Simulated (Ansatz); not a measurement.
**C₂H₉BSi: basis-set convergence**

Aim: see how fast density functionals converge with the basis set for C₂H₉BSi.

Program: Ansatz 0.2.0, Gaussian basis. Level of theory: one geometry, several basis sets. These are calculated values, not measurements.

Levels to be run: PBE0-D4/def2-SVP; ωB97M-V/def2-SVP; PBE0-D4/def2-QZVPP; ωB97M-V/def2-QZVPP; the functionals' def2-TZVPP values are taken from earlier runs.

**1. The geometry**

All runs share one geometry, relaxed beforehand with PBE0-D4 in a triple-zeta def2 set.

SMILES `B[SiH2]CC`, 13 atoms, charge 0, spin multiplicity 1.

Atoms are counted from 1 here; the program's logs count them from 0.

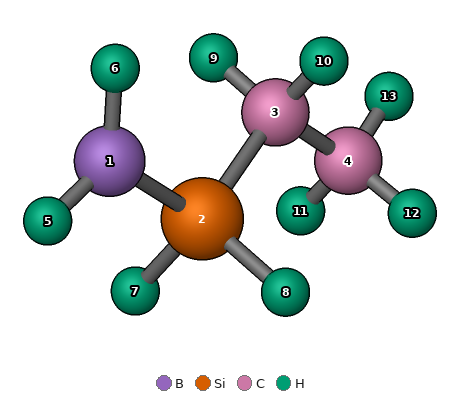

The geometry (boron purple, silicon orange, carbon pink, hydrogen teal); atoms are numbered from 1 in the order of the file.

**2. PBE0-D4 in def2-SVP**

in.yaml reads:

```yaml
crystal:
  periodic: [false, false, false]
  atoms:
    - {symbol: B, position_ang: [-1.308733, 2.188283, -0.546656]}
    - {symbol: Si, position_ang: [-0.856048, 0.237918, -0.380949]}
    - {symbol: C, position_ang: [0.845875, -0.155177, 0.318572]}
    - {symbol: C, position_ang: [1.118774, -1.647370, 0.477457]}
    - {symbol: H, position_ang: [-2.275853, 2.529189, -1.163880]}
    - {symbol: H, position_ang: [-0.670855, 3.052671, -0.017931]}
    - {symbol: H, position_ang: [-1.025646, -0.448664, -1.697847]}
    - {symbol: H, position_ang: [-1.905838, -0.332822, 0.524695]}
    - {symbol: H, position_ang: [1.596938, 0.301809, -0.335399]}
    - {symbol: H, position_ang: [0.939149, 0.357076, 1.282571]}
    - {symbol: H, position_ang: [1.048121, -2.169142, -0.480565]}
    - {symbol: H, position_ang: [0.397205, -2.113504, 1.153484]}
    - {symbol: H, position_ang: [2.117312, -1.835069, 0.881148]}
basis:
  gaussian: {orbitals: def2-SVP}
hamiltonian: {xc: pbe0, dispersion: d4}
output: {orbitals: {seedname: orbitals}}
```

Started as:

```sh
$ ansatz run in.yaml --threads 4 --pin off --events-out ev --progress --plain --max-ram 10444MiB
```

What it wrote:

```text
Functional definition: PBE0
  name "PBE0"
  cite "Adamo & Barone, J. Chem. Phys. 110, 6158 (1999) doi:10.1063/1.478522"
  cite "Perdew, Burke & Ernzerhof, Phys. Rev. Lett. 77, 3865 (1996) doi:10.1103/PhysRevLett.77.3865"
  parent pbe
  parameter a = 0.25
  parameter kappa = 0.804
  parameter beta = 0.06672455060314922
  exchange = (1 - a)*pbe_x(kappa = kappa, mu = beta*pi^2/3) + a*exact_x
  correlation = pbe_c(beta = beta)
1188 factors; their error is unknown
mean field evaluation 1: about -10756.5601 eV, gradient 4.5e1 eV
mean field evaluation 2: about -10754.6134 eV, gradient 5.2e1 eV
mean field evaluation 4: about -10761.8960 eV, gradient 1.4e0 eV
mean field evaluation 8: about -10761.9353 eV, gradient 2.3e-1 eV
mean field -10761.93543988 eV, -395.4938327137 hartree, gradient 7.4e-5 eV, S^2 0.000000; 0 other end points of the search recorded, 0 dependent functions left out
reference -10761.93546992 eV, -395.4938338178 hartree; 20, 20 occupied and 85, 85 virtual orbitals, 1188 factors
Total energy: -10762.12940071 eV, -395.5009606427 hartree
```

Run time: 0.85 s. Hardware: 4 threads of Arm Neoverse V2, shared host.

**3. ωB97M-V in def2-SVP**

in.yaml: that of step 2 with these lines changed.

```diff
@@ -18,3 +18,3 @@
   gaussian: {orbitals: def2-SVP}
-hamiltonian: {xc: pbe0, dispersion: d4}
+hamiltonian: {xc: {name: wB97M-V}}
 output: {orbitals: {seedname: orbitals}}
```

Same command.

What it wrote, shortened:

```text
Functional definition: wB97M-V
  name "wB97M-V"
  cite "Mardirossian & Head-Gordon, J. Chem. Phys. 144, 214110 (2016) doi:10.1063/1.4952647"
  cite "Becke, J. Chem. Phys. 107, 8554 (1997) doi:10.1063/1.475007"
  cite "Vydrov & Van Voorhis, J. Chem. Phys. 133, 244103 (2010) doi:10.1063/1.3521275"
  # Of w^i u^j: cxij and so on, Table III.
[...]
  gx(w, u) = 1 - cx + cx01*u + cx10*w
  gss(w, u) = css00 + css04*u^4 + css10*w + css20*w^2 + css43*w^4*u^3
  gos(w, u) = cos00 + cos10*w + (cos20 + cos21*u)*w^2 + (cos60 + cos61*u)*w^6
[...]
      + integral(e_c_pw_mod_opposite_spin*gos(b97_w_opposite, b97_u_opposite)) + vv10(b, c)
1188 factors; their error is unknown
358 factors; integrals over basis functions are off by at most 1.1e-5 eV
[...]
mean field -10766.11055898 eV, -395.6472655107 hartree, gradient 8.2e-5 eV, S^2 0.000000; 0 other end points of the search recorded, 0 dependent functions left out
reference -10766.11060698 eV, -395.6472672746 hartree; 20, 20 occupied and 85, 85 virtual orbitals, 1188 factors
Total energy: -10766.11060698 eV, -395.6472672746 hartree
```

Run time: 3.4 s. Hardware: 4 threads of Arm Neoverse V2, shared host; peak memory 0.3 GiB.

**4. PBE0-D4 in def2-QZVPP**

in.yaml: that of step 3 with these lines changed.

```diff
@@ -17,4 +17,4 @@
 basis:
-  gaussian: {orbitals: def2-SVP}
-hamiltonian: {xc: {name: wB97M-V}}
+  gaussian: {orbitals: "def2-QZVPP.json"}
+hamiltonian: {xc: pbe0, dispersion: d4}
 output: {orbitals: {seedname: orbitals}}
```

Launched as before.

What it wrote:

```text
Functional definition: PBE0
  name "PBE0"
  cite "Adamo & Barone, J. Chem. Phys. 110, 6158 (1999) doi:10.1063/1.478522"
  cite "Perdew, Burke & Ernzerhof, Phys. Rev. Lett. 77, 3865 (1996) doi:10.1103/PhysRevLett.77.3865"
  parent pbe
  parameter a = 0.25
  parameter kappa = 0.804
  parameter beta = 0.06672455060314922
  exchange = (1 - a)*pbe_x(kappa = kappa, mu = beta*pi^2/3) + a*exact_x
  correlation = pbe_c(beta = beta)
1494 factors; their error is unknown
mean field evaluation 1: about -10759.8303 eV, gradient 6.0e1 eV
mean field evaluation 2: about -10755.2084 eV, gradient 7.0e1 eV
mean field evaluation 4: about -10768.2476 eV, gradient 2.5e0 eV
mean field evaluation 8: about -10768.2652 eV, gradient 3.6e-2 eV
mean field evaluation 16: about -10768.2673 eV, gradient 1.1e-5 eV
mean field -10768.26727785 eV, -395.7265234674 hartree, gradient 1.1e-5 eV, S^2 0.000000; 0 other end points of the search recorded, 0 dependent functions left out
reference -10768.26732671 eV, -395.7265252627 hartree; 20, 20 occupied and 491, 491 virtual orbitals, 1494 factors
Total energy: -10768.46125749 eV, -395.7336520876 hartree
```

It took 7 s on 4 threads of Arm Neoverse V2, shared host; peak memory 1.7 GiB.

**5. ωB97M-V in def2-QZVPP**

in.yaml: that of step 4 with these lines changed.

```diff
@@ -18,3 +18,3 @@
   gaussian: {orbitals: "def2-QZVPP.json"}
-hamiltonian: {xc: pbe0, dispersion: d4}
+hamiltonian: {xc: {name: wB97M-V}}
 output: {orbitals: {seedname: orbitals}}
```

The command is unchanged.

What it wrote, shortened:

```text
Functional definition: wB97M-V
  name "wB97M-V"
  cite "Mardirossian & Head-Gordon, J. Chem. Phys. 144, 214110 (2016) doi:10.1063/1.4952647"
  cite "Becke, J. Chem. Phys. 107, 8554 (1997) doi:10.1063/1.475007"
  cite "Vydrov & Van Voorhis, J. Chem. Phys. 133, 244103 (2010) doi:10.1063/1.3521275"
  # Of w^i u^j: cxij and so on, Table III.
[...]
  gx(w, u) = 1 - cx + cx01*u + cx10*w
  gss(w, u) = css00 + css04*u^4 + css10*w + css20*w^2 + css43*w^4*u^3
  gos(w, u) = cos00 + cos10*w + (cos20 + cos21*u)*w^2 + (cos60 + cos61*u)*w^6
[...]
      + integral(e_c_pw_mod_opposite_spin*gos(b97_w_opposite, b97_u_opposite)) + vv10(b, c)
1474 factors; their error is unknown
440 factors; integrals over basis functions are off by at most 9.7e-6 eV
[...]
mean field -10772.70836482 eV, -395.8897304031 hartree, gradient 6.7e-5 eV, S^2 0.000000; 0 other end points of the search recorded, 0 dependent functions left out
reference -10772.70844344 eV, -395.8897332925 hartree; 20, 20 occupied and 491, 491 virtual orbitals, 1474 factors
Total energy: -10772.70844344 eV, -395.8897332925 hartree
```

It took 17 s on 4 threads of Arm Neoverse V2, shared host; peak memory 2.1 GiB.

**6. Functionals by basis**

The def2-TZVPP values come from earlier runs at the same geometry.

```tsv
functional	basis	functions	energy (eV)	from the largest (eV)	HOMO (eV)	LUMO (eV)
PBE0-D4	def2-SVP	105	-10762.1294	6.332	-8.01	-2.25
PBE0-D4	def2-TZVPP	261	-10768.0201	0.441	-8.00	-2.30
PBE0-D4	def2-QZVPP	511	-10768.4613	0.000	-8.00	-2.31
ωB97M-V	def2-SVP	105	-10766.1106	6.598	-10.16	-0.19
ωB97M-V	def2-TZVPP	261	-10772.2878	0.421	-10.18	-0.35
ωB97M-V	def2-QZVPP	511	-10772.7084	0.000	-10.18	-0.40
```

**7. Outcome**

| quantity | value |
| --- | --- |
| PBE0-D4: double and triple zeta above quadruple | 6.33, 0.44 eV |
| ωB97M-V: double and triple zeta above quadruple | 6.60, 0.42 eV |

**Reading.** PBE0-D4 gains 5.89 eV from double to triple zeta, then 0.44 eV more. Total energies overstate the basis error of differences, where much of it tends to cancel.

For PBE0-D4 the largest set took about 8 times as long as the smallest (7 s against 0.85 s).
